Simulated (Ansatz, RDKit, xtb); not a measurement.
# Isomers of C4H12OSi, a sample narrowed down

Which of a sample of isomers of C4H12OSi is the most stable in the gas at 298.15 K, and what are its properties? The sample is small against all isomers, and the most stable one of this formula need not be in it.

Plan: many cheap relaxations first (GFN2-xTB), then density-functional screening, relaxation at r2SCAN-D4/def2-SVP, vibrations (at GFN2-xTB) and a final energy. The numbers are computed, not measured.

## 1. Drawing up candidates

Isomers were taken from a list of plausible structures; this is a sample, not all of them. That gives 14 candidates.

| label | SMILES | spin |
| --- | --- | --- |
| c002 | CCCCO[SiH3] | singlet |
| c045 | CCO[SiH2]CC | singlet |
| c076 | C[SiH2]OC(C)C | singlet |
| c103 | CC(C)(C)[SiH2]O | singlet |
| c288 | CC(C)(C)O[SiH3] | singlet |
| c324 | COC[C@H](C)[SiH3] | singlet |
| c479 | CCC[SiH2]OC | singlet |
| c557 | CCC[Si@H](C)O | singlet |
| c690 | C[SiH](C)CCO | singlet |
| c719 | CC[SiH2]COC | singlet |
| c773 | CC[SiH](O)CC | singlet |
| c804 | COC(C)(C)[SiH3] | singlet |
| c879 | CC[C@H](C)O[SiH3] | singlet |
| c965 | CC(C)CO[SiH3] | singlet |

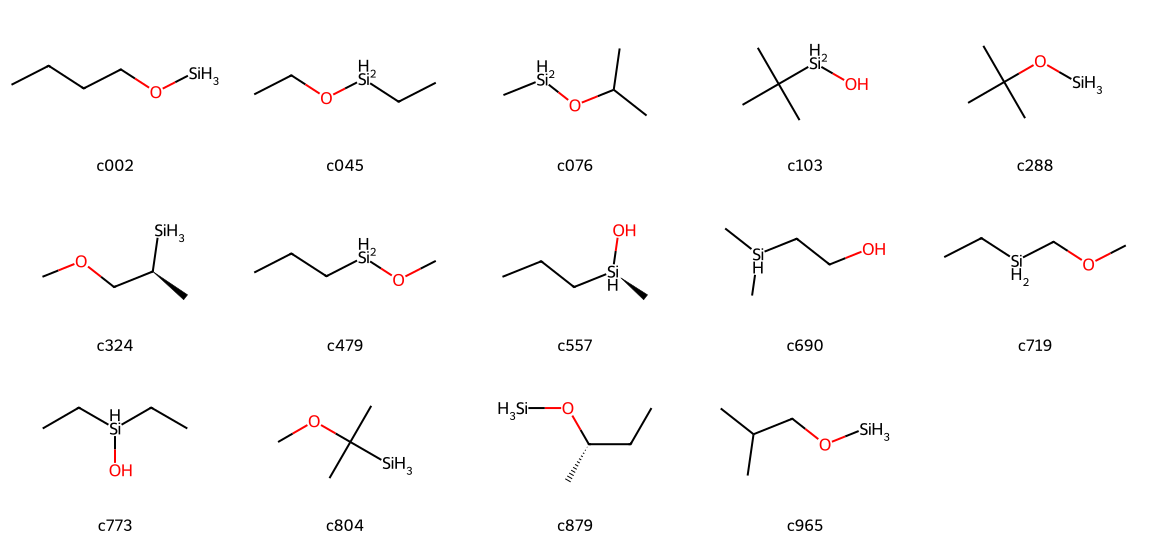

Structural formulas of the candidates.

Candidates are built by distance geometry, with a force field where one applies, in up to four conformers (letters a to d).

## 2. Search with GFN2-xTB

All 41 starts are relaxed the same way. One of them, c103a (taken from a list of plausible isomers, embedded by distance geometry and MMFF94), in full:

Contents of start.xyz:

```xyz
18
c103a
C     -1.352461     1.146048    -1.287732
C     -0.771558    -0.202775    -0.917912
C     -1.244002    -1.218838    -1.980780
C      0.780637    -0.139481    -1.028715
O     -0.733948    -2.256813     1.240372
Si    -1.329223    -0.789874     0.861034
H     -0.970586     1.901675    -0.624697
H     -2.505012     1.192255    -1.262934
H     -1.071794     1.437419    -2.334203
H     -0.881010    -2.232329    -1.754633
H     -1.001080    -1.011073    -2.997536
H     -2.404700    -1.308510    -1.939713
H      1.249253    -1.145635    -0.803758
H      1.104982     0.138176    -2.054778
H      1.204144     0.579641    -0.316779
H     -2.786271    -0.850155     0.879178
H     -0.826360     0.266510     1.827368
H     -1.118054    -3.004757     0.853865
```

Run with:

```
$ xtb start.xyz --gfn 2 --opt
```

The log of the run, shortened:

```text
* xtb version 6.7.1
[...]
          :  # basis functions                  42          :
[...]
          :  # electrons                        38          :
[...]
          :  Hamiltonian                  GFN2-xTB          :
[...]
          :  net charge                          0          :
          :  unpaired electrons                  0          :
[...]
   *** convergence criteria satisfied after 12 iterations ***
[...]
   *** GEOMETRY OPTIMIZATION CONVERGED AFTER 11 ITERATIONS ***
[...]
   *** convergence criteria satisfied after 3 iterations ***
[...]
         ::                     SUMMARY                     ::
         :::::::::::::::::::::::::::::::::::::::::::::::::::::
         :: total energy             -20.529279671875 Eh    ::
         :: gradient norm              0.000653902127 Eh/a0 ::
         :: HOMO-LUMO gap              5.755851255077 eV    ::
         ::.................................................::
         :: SCC energy               -20.783378792889 Eh    ::
         :: -> isotropic ES            0.040438104431 Eh    ::
         :: -> anisotropic ES          0.007572523988 Eh    ::
         :: -> anisotropic XC          0.007517259119 Eh    ::
         :: -> dispersion             -0.012227404432 Eh    ::
         :: repulsion energy           0.254099121014 Eh    ::
         :: add. restraining           0.000000000000 Eh    ::
         :: total charge               0.000000000000 e     ::
         :::::::::::::::::::::::::::::::::::::::::::::::::::::
[...]
        19        2.0000           -0.3744726             -10.1899 (HOMO)
        20                         -0.1629490              -4.4341 (LUMO)
[...]
     #   Z          covCN         q      C6AA      α(0)
     1   6          3.780    -0.109    22.601     6.773
     2   6          3.795    -0.081    22.054     6.687
     3   6          3.777    -0.104    22.507     6.759
     4   6          3.778    -0.106    22.541     6.764
     5   8          1.576    -0.475    22.408     6.388
     6  14          3.541     0.525    98.637    19.143
     7   1          0.925     0.019     2.744     2.591
     8   1          0.925     0.021     2.711     2.575
     9   1          0.925     0.031     2.579     2.512
    10   1          0.925     0.016     2.801     2.617
    11   1          0.924     0.030     2.584     2.514
    12   1          0.925     0.022     2.707     2.573
    13   1          0.925     0.024     2.666     2.554
    14   1          0.924     0.028     2.619     2.531
[...]
     #   Z sym  total        # sym  WBO       # sym  WBO       # sym  WBO
 ---------------------------------------------------------------------------
     1   6      3.996 --     2      1.018     7      0.992     8      0.991
                             9      0.983
     2   6      3.974 --     1      1.018     4      1.016     3      1.015
                             6      0.826
     3   6      3.997 --     2      1.015    12      0.989    10      0.989
                            11      0.981
     4   6      3.997 --     2      1.016    15      0.990    13      0.989
                            14      0.982
     5   8      2.180 --     6      1.189    18      0.886
     6  14      3.792 --     5      1.189    17      0.886    16      0.880
                             2      0.826
     7   1      1.000 --     1      0.992
     8   1      1.000 --     1      0.991
[...]
molecular dipole:
                 x           y           z       tot (Debye)
 q only:       -0.277      -0.267       0.027
   full:       -0.173      -0.327      -0.443       1.468
molecular quadrupole (traceless):
[...]
          | TOTAL ENERGY              -20.529279671875 Eh   |
          | GRADIENT NORM               0.000653902127 Eh/α |
          | HOMO-LUMO GAP               5.755851255077 eV   |
           -------------------------------------------------
[...]
```

Wall time 0.12 s (4 threads of Arm Neoverse V1, shared host).

## 3. Distinct minima at GFN2-xTB

41 of the 41 relaxations converged. 41 distinct structures remain, the lowest 22 here:

| label | start | SMILES after | spin | energy (kcal/mol) |
| --- | --- | --- | --- | --- |
| c288a | drawn | CC(C)(C)O[SiH3] | singlet | 0.0 |
| c879a | drawn | CC[C@H](C)O[SiH3] | singlet | 3.9 |
| c879b | drawn | CC[C@H](C)O[SiH3] | singlet | 4.3 |
| c879c | drawn | CC[C@H](C)O[SiH3] | singlet | 4.3 |
| c965a | drawn | CC(C)CO[SiH3] | singlet | 5.7 |
| c965b | drawn | CC(C)CO[SiH3] | singlet | 6.0 |
| c002a | drawn | CCCCO[SiH3] | singlet | 7.2 |
| c002b | drawn | CCCCO[SiH3] | singlet | 7.7 |
| c002c | drawn | CCCCO[SiH3] | singlet | 7.7 |
| c002d | drawn | CCCCO[SiH3] | singlet | 8.0 |
| c076a | drawn | C[SiH2]OC(C)C | singlet | 9.9 |
| c076b | drawn | C[SiH2]OC(C)C | singlet | 11.0 |
| c103a | drawn | CC(C)(C)[SiH2]O | singlet | 11.6 |
| c045a | drawn | CCO[SiH2]CC | singlet | 15.5 |
| c045b | drawn | CCO[SiH2]CC | singlet | 16.5 |
| c045c | drawn | CCO[SiH2]CC | singlet | 17.0 |
| c479a | drawn | CCC[SiH2]OC | singlet | 17.0 |
| c479c | drawn | CCC[SiH2]OC | singlet | 17.1 |
| c479d | drawn | CCC[SiH2]OC | singlet | 17.3 |
| c479b | drawn | CCC[SiH2]OC | singlet | 17.7 |
| c557a | drawn | CCC[Si@H](C)O | singlet | 18.6 |
| c557d | drawn | CCC[Si@H](C)O | singlet | 19.2 |

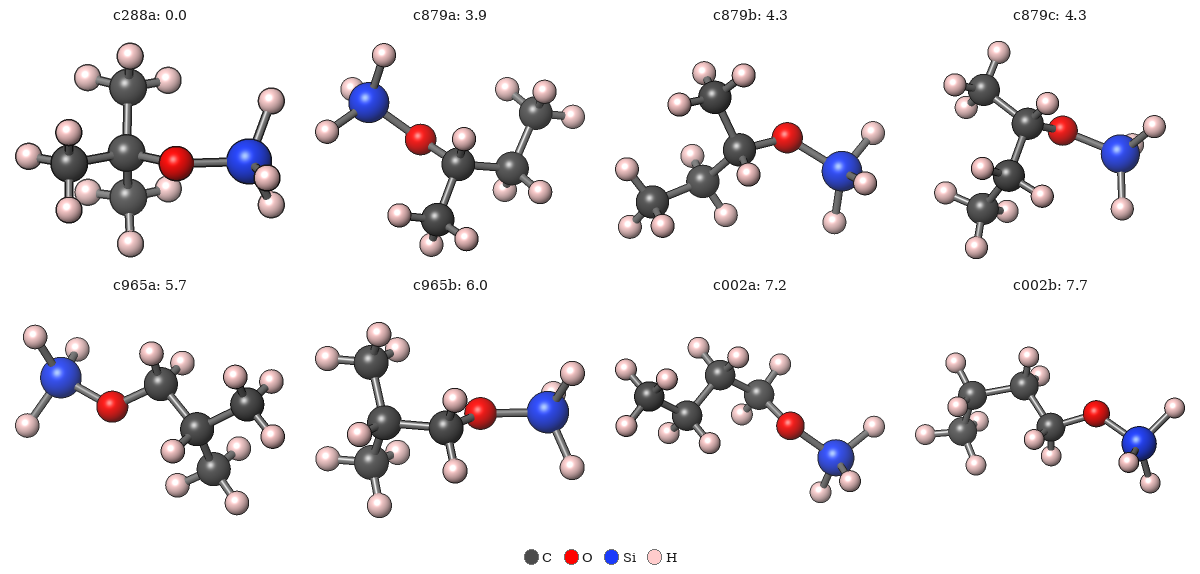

The 8 lowest minima that did not fall apart, with their GFN2-xTB energies in kcal/mol.

## 4. Screening with a density functional

A choice of the minima (the low ones first, few conformers of a pattern, up to a cap) and the lowest that fell apart get a single point at r2SCAN-D4/def2-SVP on the tight-binding geometry, and one at HF/STO-3G for comparison. The lowest singlets are also tried as triplets at the same geometry (label ending in t). Within 30 kcal/mol but not screened, among others: c879c, c002c, c002d, c045c, c479d, c479b, c557b, c557c, c773d, c773c and 2 more. The first, c288a:

Contents of input.yaml:

```yaml
basis:
  gaussian: {orbitals: def2-SVP}
crystal:
  periodic: [false, false, false]
  atoms:
    - {symbol: C, position_ang: [-1.501185, 1.291253, -1.276159]}
    - {symbol: C, position_ang: [-0.856636, -0.072115, -1.004307]}
    - {symbol: C, position_ang: [-1.212819, -1.055267, -2.120671]}
    - {symbol: C, position_ang: [0.662088, 0.075660, -0.895797]}
    - {symbol: O, position_ang: [-1.384286, -0.522809, 0.220315]}
    - {symbol: Si, position_ang: [-1.181124, -1.843042, 1.120015]}
    - {symbol: H, position_ang: [-1.261959, 1.978780, -0.468881]}
    - {symbol: H, position_ang: [-2.581654, 1.183446, -1.326577]}
    - {symbol: H, position_ang: [-1.140303, 1.704039, -2.214111]}
    - {symbol: H, position_ang: [-2.288728, -1.210178, -2.144868]}
    - {symbol: H, position_ang: [-0.888250, -0.668370, -3.082811]}
    - {symbol: H, position_ang: [-0.729557, -2.012795, -1.942373]}
    - {symbol: H, position_ang: [0.909586, 0.718946, -0.054924]}
    - {symbol: H, position_ang: [1.065523, 0.510528, -1.806184]}
    - {symbol: H, position_ang: [1.120526, -0.896811, -0.733891]}
    - {symbol: H, position_ang: [-2.080979, -1.519840, 2.215994]}
    - {symbol: H, position_ang: [0.206662, -2.017687, 1.565414]}
    - {symbol: H, position_ang: [-1.569666, -3.072104, 0.417640]}
scf: {lower_state_search: off}
hamiltonian: {xc: r2scan, dispersion: d4}
total_charge: 0
```

Run with:

```
$ ansatz run input.yaml --threads 4 --pin off --max-ram 7830MiB --events-out events.jsonl --progress --plain --runs-dir runs
```

The log of the run, shortened:

```text
Warning: RAYON_NUM_THREADS=4 ignored (pool sized by the plan → 4); use --threads N
Functional definition: r2SCAN
  name "r2SCAN"
[...]
1667 factors; their error is unknown
[...]
mean field -14257.55761209 eV, -523.9555781248 hartree, gradient 6.1e-6 eV, S^2 0.000000; 0 other end points of the search recorded, 0 dependent functions left out
reference -14257.55762433 eV, -523.9555785745 hartree; 29, 29 occupied and 119, 119 virtual orbitals, 1667 factors
Total energy: -14257.66928493 eV, -523.9596820259 hartree
Checks for a lower state left out: stability, starts, cluster_reference, orbital_swaps, neighbouring_geometries, increment
```

It took 1.8 s on 4 threads of Arm Neoverse V1, shared host; peak memory 0.2 GiB.

Relative energies in kcal/mol, each column from its lowest structure that stays in one piece:

| label | SMILES | spin | GFN2-xTB | HF/STO-3G | r2SCAN-D4/def2-SVP |
| --- | --- | --- | --- | --- | --- |
| c557d | CCC[Si@H](C)O | singlet | 19.2 | 0.7 | 0.0 |
| c557a | CCC[Si@H](C)O | singlet | 18.6 | 0.0 | 0.5 |
| c103a | CC(C)(C)[SiH2]O | singlet | 11.6 | 15.0 | 11.7 |
| c076a | C[SiH2]OC(C)C | singlet | 9.9 | 5.5 | 12.2 |
| c076b | C[SiH2]OC(C)C | singlet | 11.0 | 6.8 | 13.2 |
| c045a | CCO[SiH2]CC | singlet | 15.5 | 8.6 | 18.1 |
| c045b | CCO[SiH2]CC | singlet | 16.5 | 10.1 | 19.5 |
| c288a | CC(C)(C)O[SiH3] | singlet | 0.0 | 17.8 | 20.8 |
| c479a | CCC[SiH2]OC | singlet | 17.0 | 10.2 | 21.4 |
| c479c | CCC[SiH2]OC | singlet | 17.1 | 11.3 | 21.7 |
| c879a | CC[C@H](C)O[SiH3] | singlet | 3.9 | 17.6 | 23.5 |
| c879b | CC[C@H](C)O[SiH3] | singlet | 4.3 | 18.5 | 24.4 |
| c965b | CC(C)CO[SiH3] | singlet | 6.0 | 18.5 | 25.7 |
| c965a | CC(C)CO[SiH3] | singlet | 5.7 | 18.3 | 25.8 |
| c002a | CCCCO[SiH3] | singlet | 7.2 | 18.5 | 27.2 |
| c002b | CCCCO[SiH3] | singlet | 7.7 | 19.5 | 28.5 |
| c103at | CC(C)(C)[SiH2]O | triplet | – | – | 162.7 |
| c557dt | CCC[Si@H](C)O | triplet | – | – | 163.5 |

Measured from c557d, GFN2-xTB misplaces c288a by 40 kcal/mol against r2SCAN-D4/def2-SVP, so minima dropped on its energies alone could hide the lowest isomer.

## 5. Refinement at r2SCAN-D4/def2-SVP

4 candidates are relaxed at r2SCAN-D4/def2-SVP (chosen among the lowest in one piece, one conformer a pattern). The first, c557d:

Contents of input.yaml:

```yaml
crystal:
  periodic: [false, false, false]
  atoms:
    - {symbol: C, position_ang: [-2.722886, -0.271904, -0.360372]}
    - {symbol: C, position_ang: [-1.709202, -1.264975, 0.194497]}
    - {symbol: C, position_ang: [-0.276821, -0.729282, 0.154519]}
    - {symbol: C, position_ang: [-0.565152, 0.517970, 3.037507]}
    - {symbol: O, position_ang: [-0.654479, 2.140609, 0.776577]}
    - {symbol: Si, position_ang: [0.086206, 0.772773, 1.278264]}
    - {symbol: H, position_ang: [-2.469635, -0.004018, -1.385020]}
    - {symbol: H, position_ang: [-2.741383, 0.634106, 0.238920]}
    - {symbol: H, position_ang: [-3.721236, -0.705378, -0.359093]}
    - {symbol: H, position_ang: [-1.974055, -1.515229, 1.223925]}
    - {symbol: H, position_ang: [-1.763393, -2.188804, -0.390171]}
    - {symbol: H, position_ang: [0.396445, -1.540271, 0.435887]}
    - {symbol: H, position_ang: [-0.028057, -0.481112, -0.880495]}
    - {symbol: H, position_ang: [1.542567, 0.987405, 1.262078]}
    - {symbol: H, position_ang: [-0.152879, -0.381501, 3.482934]}
    - {symbol: H, position_ang: [-0.293047, 1.355788, 3.671475]}
    - {symbol: H, position_ang: [-1.647395, 0.434071, 3.054494]}
    - {symbol: H, position_ang: [-0.624658, 2.415040, -0.135553]}
basis:
  gaussian:
    orbitals: def2-SVP
hamiltonian:
  xc: {name: r2SCAN}
  dispersion: d4
scf:
  lower_state_search: off
relax:
  f_tol: 0.006
```

Run with:

```
$ ansatz run input.yaml --threads 4 --pin off --max-ram 7830MiB --events-out events.jsonl --progress --plain --runs-dir runs
```

The log of the run, shortened:

```text
Warning: RAYON_NUM_THREADS=4 ignored (pool sized by the plan → 4); use --threads N
[...]
[... 2 set-up lines as earlier in the session ...]
[...]
1667 factors; their error is unknown
[...]
mean field -14258.46556966 eV, -523.9889449498 hartree, gradient 8.2e-6 eV, S^2 0.000000; 0 other end points of the search recorded, 0 dependent functions left out
[...]
reference -14258.46558177 eV, -523.9889453950 hartree; 29, 29 occupied and 119, 119 virtual orbitals, 1667 factors
relax step   1: F+E_penalty+E_count = -14258.57307744 eV  Δ(F+E_penalty+E_count) = +0.000e0 eV  max|allowed force component| = 1.318e0 eV/Å  Δτ_max = 0.0000 Å  (20 SCF iters, accepted)
[...]
relax step   3: F+E_penalty+E_count = -14258.68178259 eV  Δ(F+E_penalty+E_count) = -1.667e-2 eV  max|allowed force component| = 2.489e-1 eV/Å  Δτ_max = 0.0285 Å  (20 SCF iters, accepted)
[...]
Atom 9 at    -2.063109    -1.465704     1.231092 Å, force     0.000721     0.000284    -0.001501 eV/Å
Atom 10 at    -1.786865    -2.207327    -0.339866 Å, force     0.000107     0.002113     0.000312 eV/Å
Atom 11 at     0.388205    -1.515010     0.542918 Å, force     0.000927    -0.000557     0.000248 eV/Å
Atom 12 at     0.020154    -0.490043    -0.833604 Å, force     0.000291     0.000117    -0.000063 eV/Å
Atom 13 at     1.540484     1.011713     1.242202 Å, force     0.000967     0.000618    -0.000194 eV/Å
Atom 14 at     0.014955    -0.390870     3.495652 Å, force     0.000232    -0.000366     0.000100 eV/Å
Atom 15 at    -0.247290     1.362327     3.685076 Å, force     0.000440     0.000628     0.000371 eV/Å
Atom 16 at    -1.573950     0.324782     3.113078 Å, force    -0.000638     0.000154    -0.000055 eV/Å
Atom 17 at    -0.629337     2.424377    -0.111559 Å, force    -0.001579     0.002429     0.001875 eV/Å
Dipole moment:     0.023015    -0.138154    -0.189200 e Å
Checks for a lower state left out: stability, starts, cluster_reference, orbital_swaps, neighbouring_geometries, increment
```

It took 26 s on 4 threads of Arm Neoverse V1, shared host; peak memory 0.21 GiB.

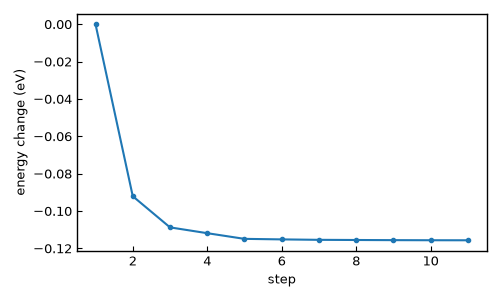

Energy along the run, all evaluated steps.

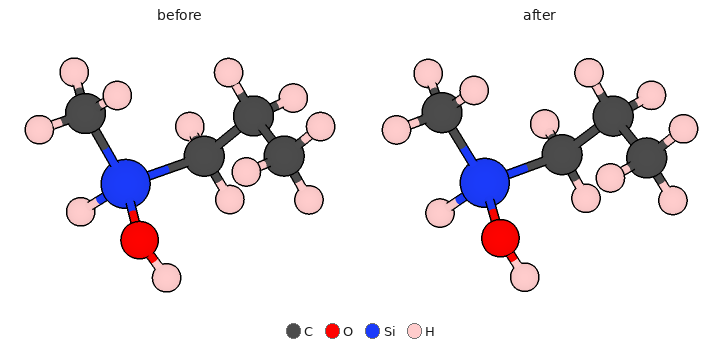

Before and after, at one scale.

After the run. Some bond lengths: C1–C2 1.527 Å, C2–C3 1.536 Å, C3–Si6 1.887 Å, C4–Si6 1.866 Å, O5–Si6 1.681 Å, C1–H7 1.104 Å, C1–H8 1.102 Å, C1–H9 1.101 Å, C2–H10 1.106 Å, C2–H11 1.105 Å, C3–H12 1.108 Å, C3–H13 1.108 Å, Si6–H14 1.502 Å, C4–H15 1.102 Å, C4–H16 1.101 Å, C4–H17 1.102 Å. Some angles: C1–C2–C3 113.6°, C2–C3–Si6 116.8°, C3–Si6–C4 111.8°, C3–Si6–O5 112.8°, C4–Si6–O5 105.1°, C1–C2–H10 109.4°, C1–C2–H11 109.2°, C3–C2–H10 109.5°, C3–C2–H11 109.4°, C2–C1–H7 110.8°.

## 6. The relaxed candidates

| label | spin | r2SCAN-D4/def2-SVP (kcal/mol) | r2SCAN-D4/def2-SVP, relaxed (kcal/mol) | time |
| --- | --- | --- | --- | --- |
| c557d | singlet | 0.0 | 0.0 | 26 s |
| c103a | singlet | 11.7 | 10.9 | 27 s |
| c076a | singlet | 12.2 | 11.7 | 75 s |
| c045a | singlet | 18.1 | 17.7 | 23 s |

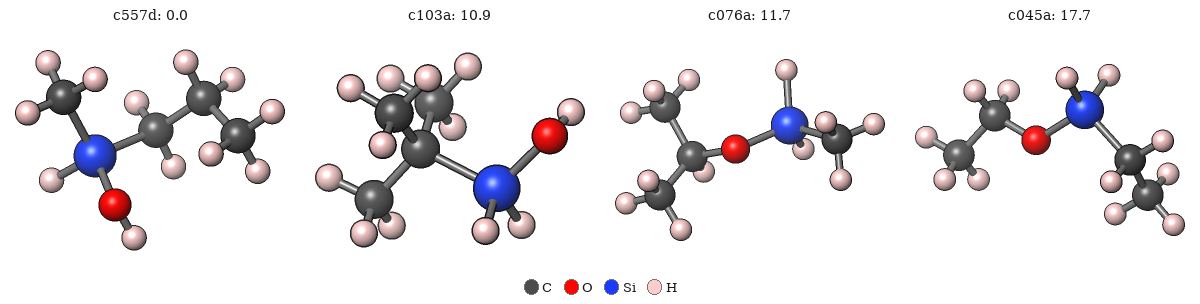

The relaxed structures, with energies at r2SCAN-D4/def2-SVP in kcal/mol.

## 7. Are they minima? Harmonic frequencies

The lowest few in one piece go on as finalists (c045a drops out). In this search the thermal terms come from GFN2-xTB at its own nearest minimum. The first, c557d:

Contents of start.xyz:

```xyz
18
c557d
C     -2.742795    -0.273976    -0.440779
C     -1.747262    -1.241101     0.195350
C     -0.302261    -0.719251     0.201397
C     -0.485534     0.488257     3.058661
O     -0.763145     2.155898     0.804721
Si     0.058178     0.774264     1.296758
H     -2.470614    -0.064790    -1.489885
H     -2.765930     0.690805     0.090554
H     -3.762944    -0.689063    -0.441394
H     -2.063109    -1.465704     1.231092
H     -1.786865    -2.207327    -0.339866
H      0.388205    -1.515010     0.542918
H      0.020154    -0.490043    -0.833604
H      1.540484     1.011713     1.242202
H      0.014955    -0.390870     3.495652
H     -0.247290     1.362327     3.685076
H     -1.573950     0.324782     3.113078
H     -0.629337     2.424377    -0.111559
```

Run with:

```
$ xtb start.xyz --gfn 2 --ohess tight
```

The log of the run, shortened:

```text
* xtb version 6.7.1
[...]
          :  # basis functions                  42          :
[...]
          :  # electrons                        38          :
[...]
          :  Hamiltonian                  GFN2-xTB          :
[...]
          :  net charge                          0          :
          :  unpaired electrons                  0          :
[...]
   *** convergence criteria satisfied after 12 iterations ***
[...]
   *** GEOMETRY OPTIMIZATION CONVERGED AFTER 30 ITERATIONS ***
[...]
   *** convergence criteria satisfied after 3 iterations ***
[...]
         ::                     SUMMARY                     ::
         :::::::::::::::::::::::::::::::::::::::::::::::::::::
         :: total energy             -20.517183805015 Eh    ::
         :: gradient norm              0.000081245198 Eh/a0 ::
         :: HOMO-LUMO gap              6.637342964210 eV    ::
         ::.................................................::
         :: SCC energy               -20.777480033189 Eh    ::
         :: -> isotropic ES            0.041881230837 Eh    ::
         :: -> anisotropic ES          0.006933873381 Eh    ::
         :: -> anisotropic XC          0.008203884752 Eh    ::
         :: -> dispersion             -0.011397556132 Eh    ::
         :: repulsion energy           0.260296228174 Eh    ::
         :: add. restraining           0.000000000000 Eh    ::
         :: total charge              -0.000000000000 e     ::
         :::::::::::::::::::::::::::::::::::::::::::::::::::::
[...]
        19        2.0000           -0.3804322             -10.3521 (HOMO)
        20                         -0.1365140              -3.7147 (LUMO)
[...]
molecular dipole:
                 x           y           z       tot (Debye)
 q only:        0.226       0.186      -0.322
   full:        0.046      -0.034      -0.451       1.157
molecular quadrupole (traceless):
[...]
          | TOTAL ENERGY              -20.517183805019 Eh   |
          | TOTAL ENTHALPY            -20.354443453148 Eh   |
          | TOTAL FREE ENERGY         -20.399200001045 Eh   |
          | GRADIENT NORM               0.000081227726 Eh/α |
[...]
```

It took 0.36 s on 4 threads of Arm Neoverse V1, shared host.

## 8. Thermal terms of the finalists

As xtb prints them, at 298.15 K, with its own treatment of low modes:

| label | SMILES | spin | lowest mode (cm⁻¹) | zero-point (kcal/mol) | G − E (kcal/mol) |
| --- | --- | --- | --- | --- | --- |
| c557d | CCC[Si@H](C)O | singlet | 42 | 95.4 | 74.0 |
| c103a | CC(C)(C)[SiH2]O | singlet | 50 | 94.3 | 73.7 |
| c076a | C[SiH2]OC(C)C | singlet | 22 | 94.1 | 72.5 |

[end of part 1 of 2]
